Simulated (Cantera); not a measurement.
A closed system holds: 1 mol SiHCl3, 45 mol N2, 11 mol H2, 0.00052 mol NH3, held at 75.0 Torr.

Method: chemical equilibrium by Gibbs-energy minimisation in Cantera with the NASA 1993 tables (ideal gas, pure condensed phases). Candidate condensed phases: NH4Cl, Si, Si3N4; 28 gas species. The tables' values for SiCl, SiCl3, SiN are old estimates; treat these amounts as uncertain. Gases not in the tables: Si2H6 and higher silanes. Equilibrium is a limit: real reactors are often held back by kinetics, nucleation or transport.

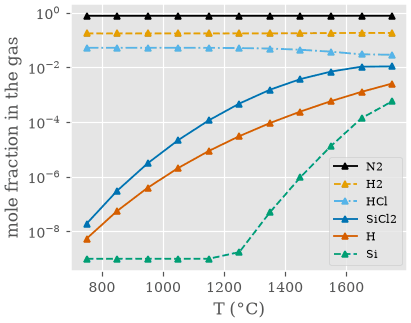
Fig. 1. Equilibrium gas composition (values under 1e-9 drawn at 1e-9)

From 750 °C to 1650 °C the condensed part is Si3N4(s). At 1750 °C the condensed part is Si(l). The main Si-bearing gas is SiCl4 at 750 °C and SiCl2 at 1750 °C.
